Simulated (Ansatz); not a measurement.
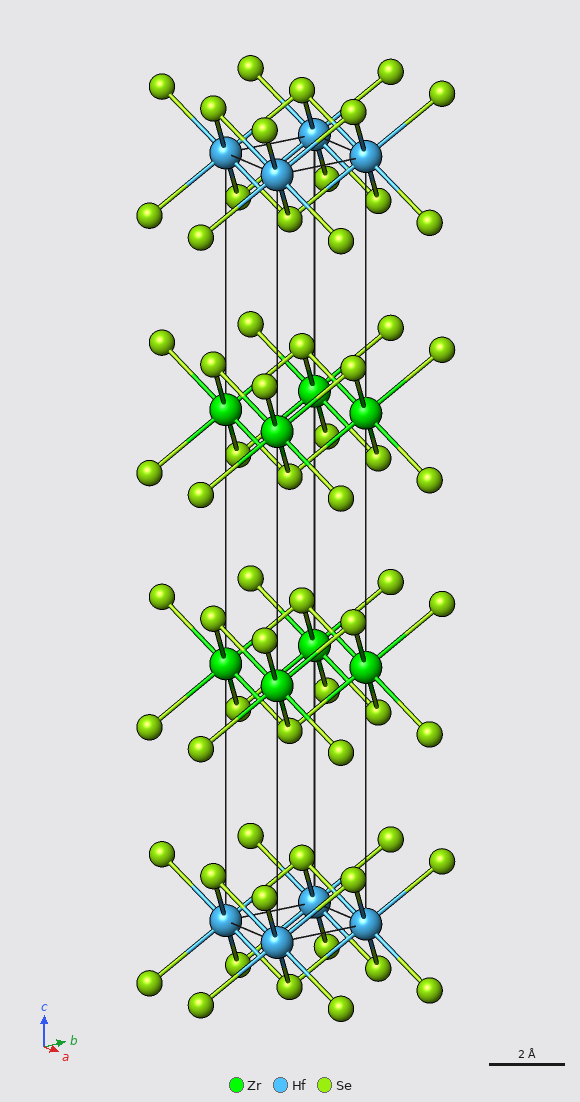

A ball-and-stick picture of a crystal structure, seen slightly off an axis. Thin lines show the conventional unit cell, with boundary atoms drawn in all their periodic places. Some atoms of the next cells are drawn as well.

HfZr2Se6, space group P-3m1 (No. 164), a = 3.790 Å, b = 3.790 Å, c = 20.816 Å, α = 90.00°, β = 90.00°, γ = 120.00°. Starting structure: a structure type filled with these elements by a generator (whether the compound takes this form wasn't checked). Earlier steps of the study, as a rule a relaxation of our own, may have changed the cell and positions, so they can lie some per cent off the listed ones. It was run through Ansatz as a DFT input.

This one geometry was computed with Ansatz (DFT, plane waves, PAW) at three levels of theory: PBEsol, PBE and r2SCAN.

Question: Which level gives the highest pressure at this volume, and what does that say about its equilibrium volume?

Answer: Highest: PBE (0.0 GPa), which points to the largest equilibrium volume. Lowest, with the smallest volume: PBEsol (-2.6 GPa). Levels within 0.5 GPa of each other can't be told apart.

Question: How does the band gap change with the level of theory?

Answer: PBEsol: a gap of 0.36 eV, indirect; PBE: a gap of 0.42 eV, indirect; r2SCAN: a gap of 0.73 eV, indirect.

Question: Collect the results in a table.

Answer:
| level | cutoff (eV) | k-mesh of the run's cell | gap (eV) | pressure (GPa) |
| --- | --- | --- | --- | --- |
| PBEsol | 420 | 12×12×2 | 0.36 | -2.6 |
| PBE | 420 | 12×12×2 | 0.42 | 0.0 |
| r2SCAN | 500 | 12×12×2 | 0.73 | -0.7 |

Gaps are taken on the k-mesh or band path of each run.
